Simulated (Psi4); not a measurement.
**SiH4O4 (orthosilicic acid): BLYP/def2-SVP**

Aim: the vertical ionisation energy of SiH4O4 (orthosilicic acid) at BLYP/def2-SVP, from 2 runs. 

The results are computed with Psi4 1.11.

9 further runs of the same task are left out: 7 that didn't finish, 2 set aside as unsound or not needed.

**1. The molecule**

The species is SiH4O4 (9 atoms), meant as a singlet with charge 0. As SMILES, `O[Si](O)(O)O`. Geometry: relaxed at PBE0-D4/def2-TZVP. This is one conformer, not always the lowest.

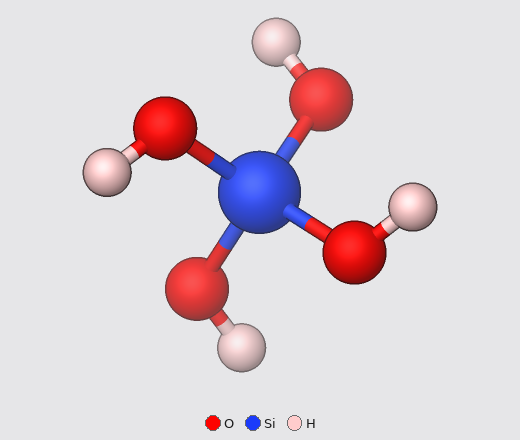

The structure, seen from a chosen angle (oxygen red, silicon blue, hydrogen pink).

**2. A single-point energy at BLYP/def2-SVP**

Input file job.in:

```
memory 2200 MB

molecule {
  0 1
  O
  Si 1 1.630981
  O 2 1.630975 1 106.38019
  O 2 1.63098 3 106.38066 1 124.05948
  O 2 1.630982 3 115.84778 1 -117.9703
  H 1 0.958106 2 116.58611 3 36.75556
  H 3 0.958113 2 116.58438 4 -36.74079
  H 4 0.958111 2 116.58379 3 160.76572
  H 5 0.958106 2 116.58573 3 81.24287
  units angstrom
  symmetry c1
}

set basis def2-SVP
set puream true
set e_convergence 1e-09
set d_convergence 1e-08
set scf_type pk
set dft_radial_points 99
set dft_spherical_points 590

e, wfn = energy('blyp', return_wfn=True)
oeprop(wfn, 'WIBERG_LOWDIN_INDICES', 'DIPOLE', 'LOWDIN_CHARGES')
print_variables()
```

Run with:

```bash
$ psi4 job.in job.out -n 1
```

job.out (excerpt; [...] marks lines left out):

```text
[...]
  Running in c1 symmetry.
[...]
  Nuclear repulsion =  269.977287468162217
[...]
  Multiplicity = 1
[...]
  Nalpha       = 25
  Nbeta        = 25
[...]
    Number of basis functions: 94
[...]
   @RKS iter   1:  -591.89957371226774    2.31556e-01   1.46906e-02 DIIS/ADIIS
[...]
   @RKS iter  10:  -592.59360725555428   -5.45697e-12   4.49670e-09 DIIS
[...]
    Orbital Energies [Eh]
    ---------------------
    Doubly Occupied:
       1A    -65.524982     2A    -18.770093     3A    -18.770036
       4A    -18.770035     5A    -18.770021     6A     -5.102533
       7A     -3.525292     8A     -3.525292     9A     -3.525056
      10A     -0.917170    11A     -0.879149    12A     -0.879148
      13A     -0.873843    14A     -0.514833    15A     -0.457225
      16A     -0.457223    17A     -0.448151    18A     -0.324456
      19A     -0.300837    20A     -0.299871    21A     -0.299869
      22A     -0.276015    23A     -0.275358    24A     -0.246703
      25A     -0.246701
[...]
  @RKS Final Energy:  -592.59360725555428
   => Energetics <=
    Nuclear Repulsion Energy =            269.9772874681622170
    One-Electron Energy =               -1356.3740534158828268
    Two-Electron Energy =                 550.7768070246917205
    DFT Exchange-Correlation Energy =     -56.9736483325252507
    Empirical Dispersion Energy =           0.0000000000000000
    VV10 Nonlocal Energy =                  0.0000000000000000
    Total Energy =                       -592.5936072555542751
[...]
 Multipole Moments:
 ------------------------------------------------------------------------------------
     Multipole            Electronic (a.u.)      Nuclear  (a.u.)        Total (a.u.)
 ------------------------------------------------------------------------------------
 L = 1.  Multiply by 2.5417464519 to convert [e a0] to [Debye]
 Dipole X            :         -0.0000039            0.0000274            0.0000235
 Dipole Y            :         -0.0001060            0.0002551            0.0001491
 Dipole Z            :         -0.0001038            0.0002934            0.0001896
 Magnitude           :                                                    0.0002423
[...]
```

Run time: 11 s. Hardware: 1 thread of Intel Xeon 6975P-C (Granite Rapids), shared host; peak memory 0.9 GiB.

**3. The doublet cation, same level**

Input file calc.inp:

```
memory 2200 mb

molecule molecule1 {
  1 2
  O
  Si 1 1.630981
  O 2 1.630975 1 106.38019
  O 2 1.63098 3 106.38066 1 124.05948
  O 2 1.630982 3 115.84778 1 -117.9703
  H 1 0.958106 2 116.58611 3 36.75556
  H 3 0.958113 2 116.58438 4 -36.74079
  H 4 0.958111 2 116.58379 3 160.76572
  H 5 0.958106 2 116.58573 3 81.24287
  symmetry c1
  no_reorient
  no_com
}

set basis def2-SVP
set reference uks
set puream true
set e_convergence 1e-09
set d_convergence 1e-08
set scf_type pk
set dft_radial_points 99
set dft_spherical_points 590
set maxiter 100

result = energy("blyp")
print_variables()
```

Run with:

```bash
$ psi4 -i calc.inp -o calc.out -n 1
```

calc.out (excerpt; [...] marks lines left out):

```text
[...]
  Running in c1 symmetry.
[...]
  Nuclear repulsion =  269.977287468162217
[...]
  Multiplicity = 2
[...]
  Nalpha       = 25
  Nbeta        = 24
[...]
    Number of basis functions: 94
[...]
   @UKS iter   1:  -591.77801641714893    3.53113e-01   1.16995e-02 ADIIS/DIIS
[...]
   @UKS iter  66:  -592.22125757378967   -2.84217e-12   2.14110e-09 DIIS
[...]
   @S^2 Observed:                7.522257673E-01
[...]
    Orbital Energies [Eh]
    ---------------------
    Alpha Occupied:
       1A    -65.788082     2A    -19.049391     3A    -19.049344
       4A    -19.049314     5A    -19.049306     6A     -5.366540
       7A     -3.789296     8A     -3.789101     9A     -3.789055
      10A     -1.187053    11A     -1.149467    12A     -1.148700
      13A     -1.143817    14A     -0.773283    15A     -0.716727
      16A     -0.716327    17A     -0.708039    18A     -0.594444
      19A     -0.566475    20A     -0.565325    21A     -0.559329
      22A     -0.551758    23A     -0.538985    24A     -0.527979
      25A     -0.519053
    Alpha Virtual:
[...]
  @UKS Final Energy:  -592.22125757378967
   => Energetics <=
    Nuclear Repulsion Energy =            269.9772874681622170
    One-Electron Energy =               -1343.2143226531470646
    Two-Electron Energy =                 537.5876267600722258
    DFT Exchange-Correlation Energy =     -56.5718491488769004
    Empirical Dispersion Energy =           0.0000000000000000
    VV10 Nonlocal Energy =                  0.0000000000000000
    Total Energy =                       -592.2212575737896714
[...]
 Multipole Moments:
 ------------------------------------------------------------------------------------
     Multipole            Electronic (a.u.)      Nuclear  (a.u.)        Total (a.u.)
 ------------------------------------------------------------------------------------
 L = 1.  Multiply by 2.5417464519 to convert [e a0] to [Debye]
 Dipole X            :         -0.0317293            0.0000274           -0.0317019
 Dipole Y            :          0.0167657            0.0002551            0.0170208
 Dipole Z            :         -0.0226968            0.0002934           -0.0224035
 Magnitude           :                                                    0.0423867
[...]
```

It took 83 s on 1 thread of Intel Xeon 6975P-C (Granite Rapids), shared host; peak memory 0.9 GiB.

**4. Outcome**

At BLYP/def2-SVP:

```
                                          quantity          value
                      singlet SiH4O4: total energy  -592.59361 Eh
                     singlet SiH4O4: dipole moment         0.00 D
                       singlet SiH4O4: HOMO energy       -6.71 eV
                       singlet SiH4O4: LUMO energy        0.15 eV
                     singlet SiH4O4: HOMO–LUMO gap        6.87 eV
                      doublet cation: total energy  -592.22126 Eh
doublet cation: HOMO energy (highest over α and β)      -13.58 eV
 doublet cation: LUMO energy (lowest over α and β)      -13.56 eV
                              doublet cation: ⟨S²⟩          0.752
vertical ionisation energy (to the doublet cation)      10.132 eV
```

What this shows: The vertical ionisation energy comes to 10.13 eV (978 kJ/mol). −ε(HOMO) before ionisation, 6.71 eV, is 3.42 eV below this ionisation energy.
